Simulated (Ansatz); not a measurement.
# Ga chain started as a dimerised line: period, moment and channels by functional, part 2 of 4

How many channels does the Ga chain started as a dimerised line carry, and how sure is the answer?

Ansatz 0.2.0; DFT PBE, plane waves, PAW; relaxation of a chain's period (the session's first sound run).

So far. Step 2 (Relaxing the period, level PBE, cutoff 420 eV): The cell's length comes to 4.578 Å with no moment. The two atoms stand evenly on a line, so the true period is half of it.

**3. The perfect wire, level PBE, cutoff 420 eV**

This step: DFT PBE, plane waves, PAW; channels and complex bands of a perfect chain (Ansatz 0.2.0).

At the relaxed period the Bloch states of the perfect chain are found at each energy: those that move forward count the open channels, and those that decay describe how a disturbance dies away inside the wire itself. An energy step of 0.035 eV is under the 0.039 eV that the program asks for its thermal average at 300 K.

input.yaml

```yaml
crystal:
  lattice:
    - [7.5, 0.0, 0.0]
    - [0.0, 7.5, 0.0]
    - [0.0, 0.0, 4.5780593141]
  atoms:
    - { symbol: Ga, position: [0.5, 0.5, 0.975020197] }
    - { symbol: Ga, position: [0.5, 0.5, 0.474979803] }
kpoints:
  mp_grid: { grid: [1, 1, 18] }
  band_path: { path: ["Γ", Z], npoints: 60 }
scf:
  occupations: { method: fermi_dirac, width: 0.05 }
hamiltonian:
  xc: pbe
output:
  transmission:
    e_range: [-2, 2]
    de: 0.035
    kmesh: [1, 1]
    reduced_basis: true
    leads: [[0, 0]]
  dos: { projected: true, e_range: [-6, 4] }
  write_potential: true
  write_density: true
  volumetric_format: npy
  elf: true
```

On the command line:

```bash
$ ansatz run input.yaml --threads 4 --pin off --max-ram 8192MiB --backend cpu --events-out ev --progress --plain --runs-dir out
```

Numbers of over 12 decimals in the logs are rounded to 6 here.

Log:

```text
[...]
Crystal: 2 atoms, lattice volume = 257.516 Å³
Basis set: ecut = 420 eV, 5063 PW (Γ)
Bands: 17, of which v1, the nominal top of the filled ones, is band 13 counted from 1 (12 counted from 0)
Symmetry: 16 space group operations
[...]
k-points: 10 of 18
[...]
SCF iter   1: F=—  HF=-7563.337894 eV  |F-HF|=—  |Δ(HF+E_count)|=         —  Δρ=2.57e-3  dr2=5.37e-3  ethr=1.77e-3  ⟨swp⟩=6.3  Hψ=806  notcnv=0
[...]
SCF iter   6: F=-7563.339871 eV  HF=-7563.339871 eV  |F-HF|=3.99e-9  |Δ(HF+E_count)|=   7.40e-8  Δρ=1.66e-6  dr2=1.17e-8  ethr=3.85e-10  ⟨swp⟩=5.1  Hψ=543  notcnv=0
SCF 1 converged in 6 iterations: F = -7563.339871 eV  dr2 = 1.17e-8
[...]
NSCF: frozen V_eff on 61 k-points
transmission: 6 of 36 steps passed
transmission: 12 of 36 steps passed
[...]
transmission: 36 of 36 steps passed
WARN: The output density's exchange-correlation potential varies sharply where the density is thin. Do not read a vacuum level from v_tot or v_xc, or from such a field of the output density. On a cell that repeats whose density bears no net charge and no dipole along the vacuum's axis use v_es (v_loc + v_h of the components); under efield.dipole_correction with no amplitude use v_es + v_field, which holds any externa [...]
SCF converged after 6 iterations
Free energy (F): -7563.339871 eV
[...]
Internal energy: -7563.324168 eV  (E = F + TS)
E sigma→0 (E₀):  -7563.332020 eV
Entropy (-TS):   -0.015703 eV (-7.852 meV/atom)
Fermi energy:    -2.090923 eV
[...]
--- Band table (eV; the first three rows and the last of 10) ---
  k-point 0: bands = [... 9 lower, -16.7534, -9.9585, -3.5939, -2.5957, -2.5957, -1.9002, 0.8273, 2.3073]
  k-point 1: bands = [... 9 lower, -16.7629, -9.9389, -3.9119, -2.5708, -2.5708, -1.5362, 0.8489, 2.3292]
  k-point 2: bands = [... 9 lower, -16.7912, -9.8799, -4.5223, -2.4964, -2.4964, -0.7885, 0.9137, 2.3950]
  k-point 9: bands = [... 9 lower, -17.2881, -8.3016, -8.3004, -0.6439, -0.6439, -0.6431, -0.6431, 2.5581]
--- Transmission ---
  basis      : 497 plane waves across, 6 finite elements along
  points     : 1, standing for a mesh of 1 x 1
  filling    : by the input's occupations and mesh, since the crystals that have channels conduct as metals do. If one of these is a semiconductor, that mesh has misplaced its level
  energies   : 115 from -2.000000 to 1.990000 eV about the Fermi level, 0.035000 eV apart; the leads are filled to 0.000000 eV, and channels, transmission and decay are at -0.005000 eV
  crystal 0  : Ga2, at the sites [0, 0], period 4.5781 Å: whole cells are its period
    offset         : up to 0.0000 Å between an atom of the period and one for which it stands
    filled         : 4.3 meV over the level at which it is neutral
    channels       : 2.000000e0 a spin
    conductance    : 2.7557e14 S/m² at 300 K; may be off by some 0.0 % by where its bands' edges are placed, 0.0 % from the distance to neutral
```

Run time: 15 s. Hardware: 4 threads of Arm Neoverse V2, shared host; peak memory 0.6 GiB; 55 s of CPU time.

Reading the cycles: dr2 is the Hartree energy of the density residual (eV), the measure of convergence; HF is the Harris–Foulkes estimate of the energy, which meets the free energy F at convergence.

This step gave:

| Property | Result |
| --- | --- |
| channels at the energy nearest the Fermi level, one spin | 2 |
| conductance of the lead as this run defines it | 2.001 G₀ |
| band gap | 0 eV |

Table of open channels of the lead, one spin by energy, zero at the Fermi level:

```
energy (eV)  open channels of the lead, one spin
     -2.000                                    1
     -1.510                                    1
     -0.985                                    0
     -0.495                                    2
     -0.005                                    2
      0.485                                    3
      1.010                                    3
      1.500                                    3
```

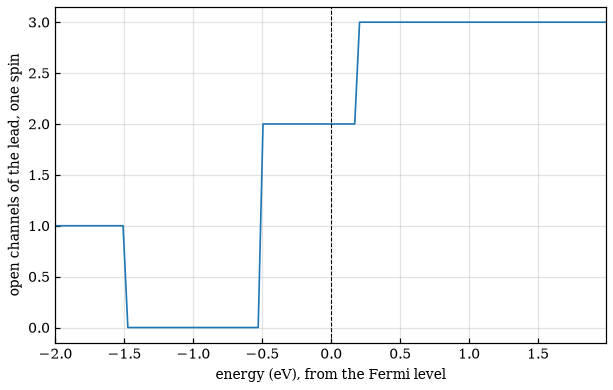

Open channels of the lead, one spin against energy.

The slowest values at each energy, most degenerate partners merged, listed up to 1.5 1/Å. Table of Im kz of the slowest decaying states by energy, zero at the Fermi level:

| energy (eV) | decay 1 (Å⁻¹) | decay 2 (Å⁻¹) | decay 3 (Å⁻¹) | decay 4 (Å⁻¹) |
| --- | --- | --- | --- | --- |
| -2.0000 | 0.583 | 1.15 | 1.30 | 1.43 |
| -1.7550 | 0.534 | 1.12 | 1.28 | 1.41 |
| -1.5100 | 0.480 | 1.09 | 1.25 | 1.39 |
| -1.2650 | 0.0550 | 0.419 | 1.06 | 1.23 |
| -0.9850 | 0.0722 | 0.334 | 1.02 | 1.20 |
| -0.7400 | 0.0773 | 0.234 | 0.992 | 1.17 |
| -0.4950 | 0.0756 | 0.958 | 1.14 | 1.30 |
| -0.2500 | 0.0671 | 0.923 | 1.11 | 1.28 |
| -0.0050 | 0.0485 | 0.887 | 1.08 | 1.25 |
| 0.2400 | 0.849 | 1.05 | 1.23 | 1.23 |
| 0.4850 | 0.809 | 1.02 | 1.20 | 1.20 |
| 0.7650 | 0.761 | 0.982 | 1.17 | 1.17 |
| 1.0100 | 0.716 | 0.948 | 1.14 | 1.15 |
| 1.2550 | 0.669 | 0.913 | 1.11 | 1.12 |
| 1.5000 | 0.617 | 0.877 | 1.08 | 1.09 |
| 1.7450 | 0.562 | 0.839 | 1.05 | 1.07 |

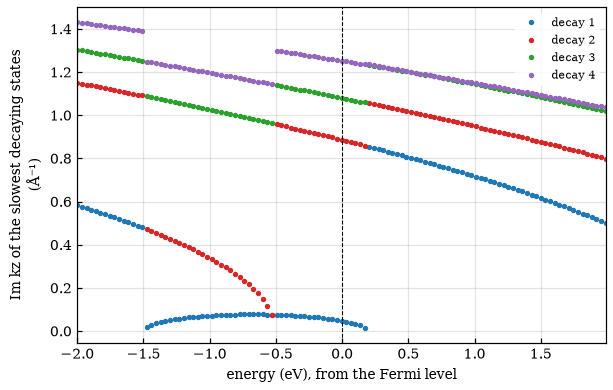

Im kz of the slowest decaying states against energy.

The electronic bands at the labelled points (eV, zero at the Fermi level):

```csv
point,band 11,band 12,band 13,band 14,band 15,band 16,band 17
Γ,-7.87,-1.50,-0.50,-0.50,0.19,2.92,4.40
Z,-6.21,-6.21,1.45,1.45,1.45,1.45,4.65
```

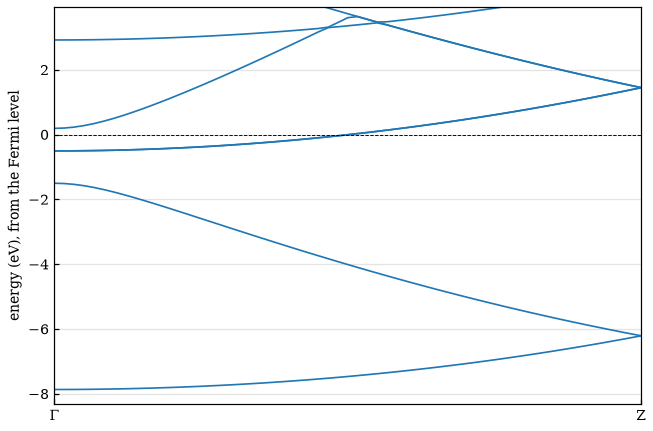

Electronic bands along the path.

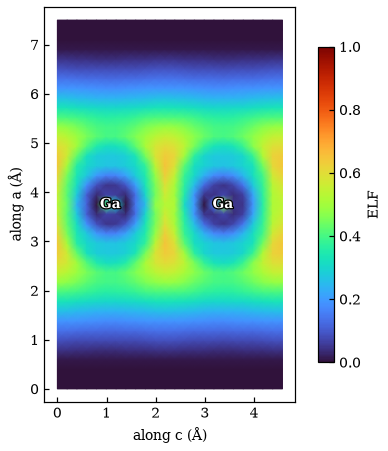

ELF in the ca plane at fractional y = 0.500, with atoms of Ga within 0.2 Å of it. It is the smooth field of the valence electrons, not physical close to the nuclei. The map starts off the cell's origin, so that atoms lie inside it.

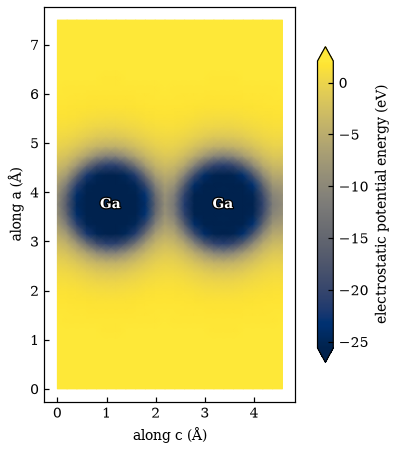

Electrostatic potential energy in the ca plane at fractional y = 0.500, with atoms of Ga within 0.2 Å of it. With pseudopotentials it is smooth inside the atoms' cores, unlike the true potential. The map starts off the cell's origin, so that atoms lie inside it.

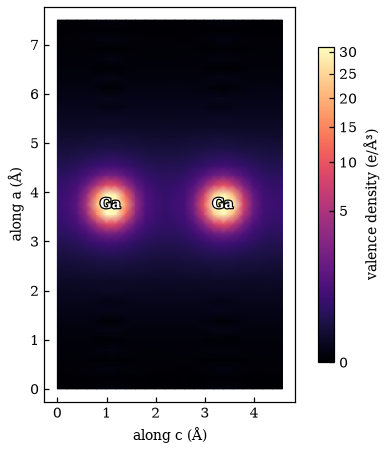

Valence density in the ca plane at fractional y = 0.500, with atoms of Ga within 0.2 Å of it. It is the smooth field of the valence electrons, not physical close to the nuclei. The map starts off the cell's origin, so that atoms lie inside it. The colour scale is stretched toward low values.

By hand: the program gives 2.7557 × 10^14 S/m² over the cell's cross-section of 56.25 Å² = 5.625 × 10^-19 m², so one cell conducts 1.550 × 10^-4 S. Divided by G0 = 2e²/h = 7.748 × 10^-5 S this is 2.00 G0, a resistance of 6.45 kΩ.

At the computed energy nearest the Fermi level there are 2 channels a spin, and the thermal average gives 2.00 G₀.

**4. Relaxation of atoms and period, cutoff 500 eV**

This step: DFT r2SCAN, plane waves, PAW; relaxation of a chain's period (Ansatz 0.2.0).

The relaxation is repeated under another functional. r2SCAN also reads the kinetic-energy density; it often gives larger moments and wider gaps than PBE, at a higher cost. Against the first PBE run of this kind, the cutoff is 500 eV against 420.

input.yaml

```yaml
crystal:
  lattice:
    - [7.5, 0.0, 0.0]
    - [0.0, 7.5, 0.0]
    - [0.0, 0.0, 4.636]
  atoms:
    - { symbol: Ga, position: [0.5, 0.5, 0.0], spin: 0.5 }
    - { symbol: Ga, position: [0.5, 0.5, 0.45], spin: 0.5 }
magnetization:
  spin_polarized: true
kpoints:
  mp_grid: { grid: [1, 1, 18] }
scf:
  occupations: { method: fermi_dirac, width: 0.05 }
hamiltonian:
  xc: r2scan
relax:
  cell: { fix: [a, b, alpha, beta, gamma] }
  max_steps: 60
```

Log:

```text
[...]
Crystal: 2 atoms, lattice volume = 260.775 Å³
Basis set: ecut = 500 eV, 6617 PW (Γ), exchange–correlation on 240×240×144 points (64 copies of the dense FFT grid, shifted against one another)
Bands: 18, of which v1, the nominal top of the filled ones, is band 13 counted from 1 (12 counted from 0)
Symmetry: 16 space group operations
[...]
0.000000       0.174704       0.000000
        0.000000       0.000000      -0.016039
  P = ⅓ Tr σ = 0.1111 GPa (1.111 kbar)
--- Relaxed structure (4 steps of the walk, 4 accepted, 1 SCFs on fresh bases) ---
[...]
cell:  # Å, volume = 253.8829 Å³
    - [7.5, 0.0, 0.0]
    - [0.0, 7.5, 0.0]
    - [0.0, 0.0, 4.513473]
  atoms:
    - { symbol: Ga, position: [0.5, 0.5, -0.024976] }
    - { symbol: Ga, position: [0.5, 0.5, 0.474976] }
[key lines of the parts left out:]
SCF converged after 7 iterations
Magnetization: -0.0000 μB (13.0000 up, 13.0000 down)
Free energy (F): -7577.545681 eV
Fermi energy:    -2.254220 eV
```

It took 29 s on 4 threads; peak memory 1.1 GiB; 1.8 min of CPU time.

The steps of the relaxation:

```
step  energy less that of the first step (eV)  largest force component (eV/Å)  pressure (GPa)  volume (Å³)
   1                                   0.0000                          4.8836            0.30       260.78
   2                                  -0.5618                          0.4538            0.50       250.30
   3                                  -0.5741                          0.3119            0.01       254.97
   4                                  -0.5774                          0.0053            0.11       253.88
  5*                                  -0.5770                          0.0053            0.11       253.88
```

Relaxation steps marked * repeat the geometry before them on a plane-wave basis chosen anew for their cell, so energy and pressure can jump there.

Forces are held to the 16 operations that the run works with; a distortion that breaks them can't arise in this run.

| cell as run | before | after | change |
| --- | --- | --- | --- |
| c (Å) | 4.636 | 4.513 | -2.6 % |

The atoms that moved most (Å, along periodic axes as changes of fractional coordinates times the final cell, across vacuum about the mean position):

```csv
atom,dx,dy,dz,length
Ga1,0.000,0.000,-0.113,0.113
Ga2,0.000,0.000,0.113,0.113
```

Final coordinates:

```xyz
2
Lattice="7.5000 0.0000 0.0000 0.0000 7.5000 0.0000 0.0000 0.0000 4.5135" Properties=species:S:1:pos:R:3
Ga    3.7500    3.7500   -0.1127
Ga    3.7500    3.7500    2.1438
```

The cell's length comes to 4.513 Å, -1.4 % against the first run, with no moment. The two atoms stand evenly on a line, so the true period is half of it.

**5. The perfect wire, level r2SCAN, cutoff 500 eV**

This step: DFT r2SCAN, plane waves, PAW; channels and complex bands of a perfect chain (Ansatz 0.2.0).

The channels are counted again under r2SCAN, at the period that it gave. Its window is narrower, to save time.

input.yaml

```yaml
crystal:
  lattice:
    - [7.5, 0.0, 0.0]
    - [0.0, 7.5, 0.0]
    - [0.0, 0.0, 4.5134730988]
  atoms:
    - { symbol: Ga, position: [0.5, 0.5, 0.975024494] }
    - { symbol: Ga, position: [0.5, 0.5, 0.474975506] }
kpoints:
  mp_grid: { grid: [1, 1, 18] }
  band_path: { path: ["Γ", Z], npoints: 60 }
scf:
  occupations: { method: fermi_dirac, width: 0.05 }
hamiltonian:
  xc: r2scan
output:
  transmission:
    e_range: [-0.7, 0.7]
    de: 0.035
    kmesh: [1, 1]
    reduced_basis: true
    leads: [[0, 0]]
  dos: { projected: true, e_range: [-6, 4] }
```

Log:

```text
[...]
Crystal: 2 atoms, lattice volume = 253.883 Å³
Basis set: ecut = 500 eV, 6441 PW (Γ), exchange–correlation on 240×240×144 points (64 copies of the dense FFT grid, shifted against one another)
Bands: 17, of which v1, the nominal top of the filled ones, is band 13 counted from 1 (12 counted from 0)
Symmetry: 16 space group operations
[...]
k-points: 10 of 18
[...]
k-point 9: bands = [... 9 lower, -17.8775, -8.7023, -8.7009, -0.6394, -0.6394, -0.6383, -0.6383, 3.1820]
--- Transmission ---
  basis      : 593 plane waves across, 7 finite elements along
  points     : 1, standing for a mesh of 1 x 1
[...]
crystal 0  : Ga2, at the sites [0, 0], period 4.5135 Å: whole cells are its period
[...]
filled         : 6.3 meV over the level at which it is neutral
    channels       : 2.000000e0 a spin
[...]
[key lines of the parts left out:]
SCF converged after 7 iterations
Free energy (F): -7577.545681 eV
Fermi energy:    -2.254224 eV
```

Elapsed: 17 s, on 4 threads; peak memory 0.92 GiB.

At the computed energy nearest the Fermi level there are 2 channels a spin, and the thermal average gives 2.00 G₀.

**6. Relaxing the period**

This step: DFT LDA, plane waves, PAW; relaxation of a chain's period (Ansatz 0.2.0).

The relaxation is repeated under another functional. LDA has no gradient terms and tends to overbind, so it marks the short end of the likely bond lengths.

input.yaml

```yaml
crystal:
  lattice:
    - [7.5, 0.0, 0.0]
    - [0.0, 7.5, 0.0]
    - [0.0, 0.0, 4.636]
  atoms:
    - { symbol: Ga, position: [0.5, 0.5, 0.0], spin: 0.5 }
    - { symbol: Ga, position: [0.5, 0.5, 0.45], spin: 0.5 }
magnetization:
  spin_polarized: true
kpoints:
  mp_grid: { grid: [1, 1, 18] }
scf:
  occupations: { method: fermi_dirac, width: 0.05 }
hamiltonian:
  xc: lda
relax:
  cell: { fix: [a, b, alpha, beta, gamma] }
  max_steps: 60
```

Log:

```text
[...]
Crystal: 2 atoms, lattice volume = 260.775 Å³
Basis set: ecut = 420 eV, 5111 PW (Γ)
Bands: 18, of which v1, the nominal top of the filled ones, is band 13 counted from 1 (12 counted from 0)
Symmetry: 16 space group operations
[...]
k-points: 10 of 18
[...]
Starting moments: Σ|m| = 1 μB on 2 of 2 sites
[...]
0.000000       0.186476       0.000000
        0.000000       0.000000       0.000475
  P = ⅓ Tr σ = 0.1245 GPa (1.245 kbar)
--- Relaxed structure (4 steps of the walk, 4 accepted, 1 SCFs on fresh bases) ---
[...]
cell:  # Å, volume = 251.4925 Å³
    - [7.5, 0.0, 0.0]
    - [0.0, 7.5, 0.0]
    - [0.0, 0.0, 4.470977]
  atoms:
    - { symbol: Ga, position: [0.5, 0.5, -0.025012] }
    - { symbol: Ga, position: [0.5, 0.5, 0.475012] }
[key lines of the parts left out:]
SCF converged after 5 iterations
Magnetization: -0.0000 μB (13.0000 up, 13.0000 down)
Free energy (F): -7410.665635 eV
Fermi energy:    -2.355394 eV
```

Run time: 6.8 s. Hardware: 4 threads; peak memory 0.49 GiB.

Relaxation path:

```
step  energy less that of the first step (eV)  largest force component (eV/Å)  pressure (GPa)  volume (Å³)
   1                                   0.0000                          4.5850            0.49       260.78
   2                                  -0.5517                          0.1627           -0.02       253.02
   3                                  -0.5530                          0.2347            0.17       251.01
   4                                  -0.5544                          0.0027            0.12       251.49
  5*                                  -0.5542                          0.0027            0.12       251.49
```

Relaxation steps marked * repeat the geometry before them on a plane-wave basis chosen anew for their cell, so energy and pressure can jump there.

The run keeps the 16 symmetry operations that it works with, so distortions that break them were not tested.

```csv
cell as run,before,after,change
c (Å),4.636,4.471,-3.6 %
```

The atoms that moved most (Å, along periodic axes as changes of fractional coordinates times the final cell, across vacuum about the mean position):

```csv
atom,dx,dy,dz,length
Ga1,0.000,0.000,-0.112,0.112
Ga2,0.000,0.000,0.112,0.112
```

Final coordinates:

```
Ga
1.0
     7.50000    0.00000    0.00000
     0.00000    7.50000    0.00000
     0.00000    0.00000    4.47098
Ga
2
Direct
  0.50000 0.50000 0.97499
  0.50000 0.50000 0.47501
```

The cell's length comes to 4.471 Å, -2.3 % against the first run, with no moment. The two atoms stand evenly on a line, so the true period is half of it.

**7. The wire at its relaxed period, level LDA, cutoff 420 eV**

This step: DFT LDA, plane waves, PAW; channels and complex bands of a perfect chain (Ansatz 0.2.0).

The channels are counted again under LDA, at the period that it gave.

input.yaml

```yaml
crystal:
  lattice:
    - [7.5, 0.0, 0.0]
    - [0.0, 7.5, 0.0]
    - [0.0, 0.0, 4.4709770799]
  atoms:
    - { symbol: Ga, position: [0.5, 0.5, 0.974987763] }
    - { symbol: Ga, position: [0.5, 0.5, 0.475012237] }
kpoints:
  mp_grid: { grid: [1, 1, 18] }
  band_path: { path: ["Γ", Z], npoints: 60 }
scf:
  occupations: { method: fermi_dirac, width: 0.05 }
hamiltonian:
  xc: lda
output:
  transmission:
    e_range: [-2, 2]
    de: 0.035
    kmesh: [1, 1]
    reduced_basis: true
    leads: [[0, 0]]
  dos: { projected: true, e_range: [-6, 4] }
```

Log:

```text
[...]
Crystal: 2 atoms, lattice volume = 251.492 Å³
Basis set: ecut = 420 eV, 4959 PW (Γ)
Bands: 17, of which v1, the nominal top of the filled ones, is band 13 counted from 1 (12 counted from 0)
Symmetry: 16 space group operations
[...]
k-points: 10 of 18
[...]
k-point 9: bands = [... 9 lower, -17.5874, -8.6198, -8.6192, -0.8312, -0.8312, -0.8307, -0.8307, 2.6050]
--- Transmission ---
  basis      : 497 plane waves across, 6 finite elements along
  points     : 1, standing for a mesh of 1 x 1
[...]
crystal 0  : Ga2, at the sites [0, 0], period 4.4710 Å: whole cells are its period
[...]
filled         : 6.0 meV over the level at which it is neutral
    channels       : 2.000000e0 a spin
[...]
[key lines of the parts left out:]
SCF converged after 7 iterations
Free energy (F): -7410.665635 eV
Fermi energy:    -2.355436 eV
```

It took 15 s on 4 threads; peak memory 0.62 GiB; 53 s of CPU time.

At the computed energy nearest the Fermi level there are 2 channels a spin, and the thermal average gives 2.00 G₀.

[end of part 2 of 4]

[Logs are printed without paths, hosts, clocks, repeated set-up lines and the standing remarks that a program may print on its own settings, such as how far it seeks lower states.]

[Hosts, paths, dates, database ids (printed as entryN), source tags and the programs' standing remarks are cut or masked in the printed files.]
